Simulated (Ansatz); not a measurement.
System Mg₂ZnN₂ (space group I4/mmm, No. 139); source of the atomic positions: the end point of a relaxation with Ansatz 0.2.0, DFT PBE, scalar-relativistic, plane waves, PAW; the starting structure was generated, so it need not be a known form of this composition.

```
Mg Zn N
1.0
     3.15810    0.00000    0.00000
     0.00000    3.15810    0.00000
     0.00000    0.00000   12.24421
Mg Zn N
4 2 4
Direct
  0.00000 0.00000 0.32787
  0.50000 0.50000 0.17213
  0.50000 0.50000 0.82787
  0.00000 0.00000 0.67213
  0.00000 0.00000 0.00000
  0.50000 0.50000 0.50000
  0.00000 0.00000 0.15054
  0.50000 0.50000 0.34946
  0.50000 0.50000 0.65054
  0.00000 0.00000 0.84946
```

Bonds are taken as Mg–N below 2.5 Å and N–Zn below 2.1 Å; no other contact counts. Simplification: prune 0- and 1-connected atoms, fold 2-connected ones into links.

What net does this leave?

The result is a binodal (5,6)-connected, three-periodic net: Mg is a 5-connected node; N is a 6-connected node, in the ratio 1:1. Zn becomes part of the edges. It is a single net, without interpenetration.

| node | links | point symbol | coordination sequence |
| --- | --- | --- | --- |
| Mg | 5 | 4⁸·6² | 5 17 38 61 97 146 |
| N | 6 | 4⁸·6⁶·8 | 6 17 36 65 98 138 |

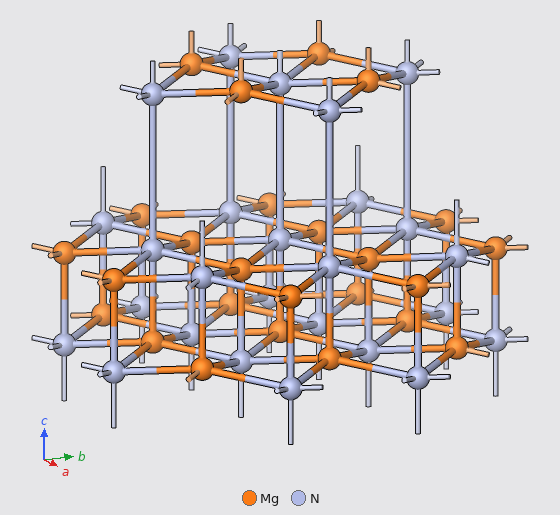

Nodes are coloured by element. Edges to nodes outside the piece are drawn as stubs.
